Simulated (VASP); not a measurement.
Band structure of Nb3Si (space group Pm-3m). Method: LDA (Ceperley-Alder, Perdew-Zunger), VASP's LDA PAW potentials (set 64) (plane waves; VASP).

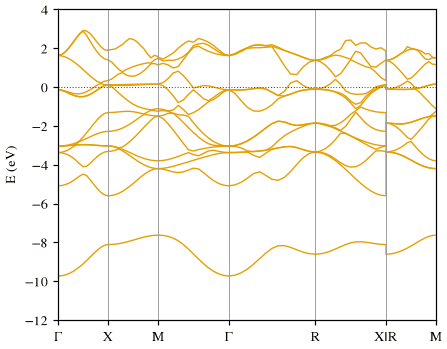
*Bands along high-symmetry lines, zero at the valence-band maximum or, without a gap, the Fermi level*

### Question
Read the plot: is there a gap, and where are the band edges?

### Answer
It has no gap at this level: it comes out as a metal or semimetal. (Edges off the drawn lines would not show.)

The structure comes from a measured Nb3Si entry (Pm-3m) of the Crystallography Open Database, whose conditions weren't checked. It was relaxed first, which changed the volume by -15 %. The electron count is odd and the run is not spin-polarised, which forces a metal.
